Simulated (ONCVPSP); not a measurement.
La: pseudopotential generation (part 2 of 2)

The same run, continued: lanthanum (La, Z = 57), core [Kr] 4d10, reference valence 5s2 5p6 5d1 6s2, valence charge 11. (This line and the method describe the unaltered input from which the odd one was made.) Method: ONCV potential, PBE, fully relativistic, made with ONCVPSP 4.0.1.

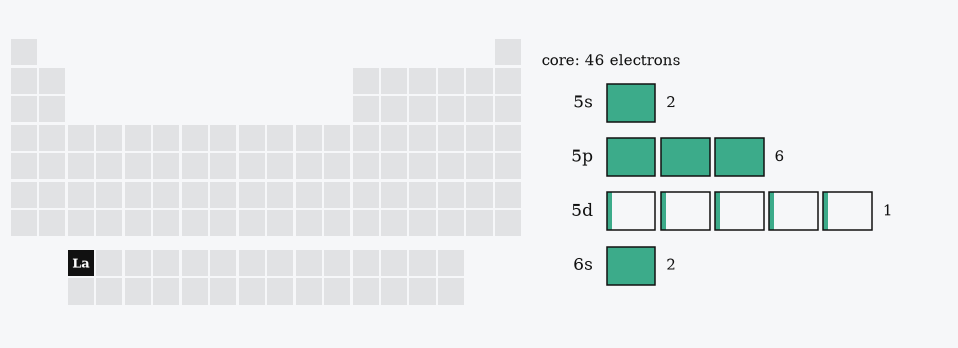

Left, the place of lanthanum in the periodic table; right, the valence shells of the reference configuration: a box for each of the 2l + 1 orbitals, shaded by the share of the shell that is filled, with the electron count at the right. The shells are those of the unaltered input.

Output (extracts), continued:
```
 Testing for bound ghosts
   n   l    E NL Schr. Eq   E Basis Diag.   E Cutoff

   1   0       -1.428718       -1.428716     65.94
   2   0       -0.135214       -0.121644     65.94

   2   1       -0.886931       -0.886925     27.50

   3   2       -0.117667       -0.117601     21.36

   4   3       -0.165419       -0.165297     29.05

 Testing for highly-localized positive-energy ghosts
       l    <radius>/rc     E Basis Diag.   E Cutoff

       2        0.720891        8.181892     21.36  WARNING - GHOST(+)

Test configuration 0

   n   l kap    f        eae           eps        diff
   1   0  -1  2.0000-1422.92498424
   2   0  -1  2.0000 -226.42219362
   2   1  -2  4.0000 -198.34625544
   2   1   1  2.0000 -213.52863087
   3   0  -1  2.0000  -48.42970196
   3   1  -2  4.0000  -40.03743458
   3   1   1  2.0000  -42.99651086
   3   2  -3  6.0000  -29.89301721
   3   2   2  4.0000  -30.52602631
   4   0  -1  2.0000   -9.78042379
   4   1  -2  4.0000   -7.15215592
   4   1   1  2.0000   -7.78155772
   4   2  -3  6.0000   -3.76731291
   4   2   2  4.0000   -3.87657396
   5   0  -1  2.0000   -1.42871791   -1.42871784    6.54E-08
   5   1  -2  4.0000   -0.79478463   -0.79478467   -4.08E-08
   5   1   1  2.0000   -0.88693013   -0.88693139   -1.26E-06
   5   2  -3  0.6000   -0.11076073   -0.11076608   -5.35E-06
   5   2   2  0.4000   -0.11766174   -0.11766716   -5.42E-06
   6   0  -1  2.0000   -0.13521441   -0.13521366    7.50E-07

    Total energies and differences
      AE_ref= -8.49750716E+03  AE_tst= -8.49750716E+03  dif=  0.00E+00
      PS_ref= -3.24177420E+01  PS_tst= -3.24177420E+01  dif=  4.01E-12
      PSP excitation error= -4.01E-12

Test configuration 1

   n   l kap    f        eae           eps        diff
   1   0  -1  2.0000-1423.14135529
   2   0  -1  2.0000 -226.63769251
   2   1  -2  4.0000 -198.56177957
   2   1   1  2.0000 -213.74418638
   3   0  -1  2.0000  -48.64518669
   3   1  -2  4.0000  -40.25291690
   3   1   1  2.0000  -43.21200132
   3   2  -3  6.0000  -30.10847003
   3   2   2  4.0000  -30.74147955
   4   0  -1  2.0000   -9.99562036
   4   1  -2  4.0000   -7.36726976
   4   1   1  2.0000   -7.99671233
   4   2  -3  6.0000   -3.98224930
   4   2   2  4.0000   -4.09152901
   5   0  -1  2.0000   -1.64245417   -1.64763427   -5.18E-03
   5   1  -2  4.0000   -1.00776903   -1.01188008   -4.11E-03
   5   1   1  2.0000   -1.10019997   -1.10452381   -4.32E-03
   5   2  -3  0.6000   -0.30939339   -0.31120185   -1.81E-03
   5   2   2  0.4000   -0.31726196   -0.31913802   -1.88E-03
   6   0  -1  1.0000   -0.30654677   -0.30856990   -2.02E-03

    Total energies and differences
      AE_ref= -8.49750716E+03  AE_tst= -8.49728792E+03  dif=  2.19E-01
      PS_ref= -3.24177420E+01  PS_tst= -3.21976888E+01  dif=  2.20E-01
      PSP excitation error= -8.08E-04

Test configuration 2

   n   l kap    f        eae           eps        diff
   1   0  -1  2.0000-1423.39614868
   2   0  -1  2.0000 -226.89129809
   2   1  -2  4.0000 -198.81541215
   2   1   1  2.0000 -213.99786089
   3   0  -1  2.0000  -48.89864799
   3   1  -2  4.0000  -40.50637105
   3   1   1  2.0000  -43.46547642
   3   2  -3  6.0000  -30.36191012
   3   2   2  4.0000  -30.99492323
   4   0  -1  2.0000  -10.24835457
   4   1  -2  4.0000   -7.61983713
   4   1   1  2.0000   -8.24936445
   4   2  -3  6.0000   -4.23449336
   4   2   2  4.0000   -4.34380922
   5   0  -1  2.0000   -1.89146715   -1.90456338   -1.31E-02
   5   1  -2  4.0000   -1.25418470   -1.26479202   -1.06E-02
   5   1   1  2.0000   -1.34747804   -1.35853912   -1.11E-02
   5   2  -3  0.6000   -0.53625063   -0.53941191   -3.16E-03
   5   2   2  0.4000   -0.54518524   -0.54853089   -3.35E-03
   6   0  -1  0.0000   -0.49668314   -0.49668314    0.00E+00

    Total energies and differences
      AE_ref= -8.49750716E+03  AE_tst= -8.49688785E+03  dif=  6.19E-01
      PS_ref= -3.24177420E+01  PS_tst= -3.17936061E+01  dif=  6.24E-01
      PSP excitation error= -4.82E-03

Test configuration 3

   n   l kap    f        eae           eps        diff
   1   0  -1  2.0000-1423.78750592
   2   0  -1  2.0000 -227.28675543
   2   1  -2  4.0000 -199.21069625
   2   1   1  2.0000 -214.39300064
   3   0  -1  2.0000  -49.29197666
   3   1  -2  4.0000  -40.89965769
   3   1   1  2.0000  -43.85888509
   3   2  -3  6.0000  -30.75575377
   3   2   2  4.0000  -31.38881554
   4   0  -1  2.0000  -10.63767839
   4   1  -2  4.0000   -8.00871887
   4   1   1  2.0000   -8.63850851
   4   2  -3  6.0000   -4.62286490
   4   2   2  4.0000   -4.73226983
   5   0  -1  2.0000   -2.26397208   -2.26087309    3.10E-03
   5   1  -2  4.0000   -1.61377934   -1.61242343    1.36E-03
   5   1   1  2.0000   -1.71098406   -1.70894039    2.04E-03
   5   2  -3  0.0000   -0.85333834   -0.85333834    0.00E+00
   5   2   2  0.0000   -0.86419686   -0.86419686    0.00E+00
   6   0  -1  0.0000   -0.74633424   -0.74633424    0.00E+00

    Total energies and differences
      AE_ref= -8.49750716E+03  AE_tst= -8.49619189E+03  dif=  1.32E+00
      PS_ref= -3.24177420E+01  PS_tst= -3.11018098E+01  dif=  1.32E+00
      PSP excitation error= -6.62E-04

Test configuration 4

   n   l kap    f        eae           eps        diff
   1   0  -1  2.0000-1423.18089874
   2   0  -1  2.0000 -226.67703739
   2   1  -2  4.0000 -198.60107368
   2   1   1  2.0000 -213.78347325
   3   0  -1  2.0000  -48.68471264
   3   1  -2  4.0000  -40.29243450
   3   1   1  2.0000  -43.25151846
   3   2  -3  6.0000  -30.14797858
   3   2   2  4.0000  -30.78098604
   4   0  -1  2.0000  -10.03504337
   4   1  -2  4.0000   -7.40662604
   4   1   1  2.0000   -8.03609894
   4   2  -3  6.0000   -4.02149074
   4   2   2  4.0000   -4.13078207
   5   0  -1  2.0000   -1.68102513   -1.68843533   -7.41E-03
   5   1  -2  4.0000   -1.04511646   -1.05083146   -5.71E-03
   5   1   1  2.0000   -1.13795826   -1.14397598   -6.02E-03
   5   2  -3  0.6000   -0.33895773   -0.34110298   -2.15E-03
   5   2   2  0.4000   -0.34717395   -0.34938556   -2.21E-03
   6   0  -1  0.0000   -0.32756411   -0.49668314   -1.69E-01
   6   1  -2  0.6667   -0.21542928   -0.21686605   -1.44E-03
   6   1   1  0.3333   -0.22556881   -0.22726822   -1.70E-03

    Total energies and differences
      AE_ref= -8.49750716E+03  AE_tst= -8.49717959E+03  dif=  3.28E-01
      PS_ref= -3.24177420E+01  PS_tst= -3.20881440E+01  dif=  3.30E-01
      PSP excitation error= -2.02E-03
```

What the run reported:

| quantity | value |
| --- | --- |
| outcome | generated |
| ghost flags of the generator | 0 GHOST(-), 2 GHOST(+) |
| largest excitation error printed | 130 meV |
| wall time | 9.8 s |

What is odd here:

The input is odd on purpose: drl set to 0.5 bohr. The program ran to the end. The all-electron atom is untouched: its total energy equals that from the unaltered input (−8497.5072 Ha). The pseudo-atom's energy and ghost flags in the reference configuration are also those from the unaltered input, so the oddity leaves no trace there. This setting only fixes the radial mesh on which the potential is written out. Warnings of the program, in the generation or the tests: wellstate: localized bound state found for n= 4 l= 3; wellstate: negative energy specified for n= 6 l= 1.
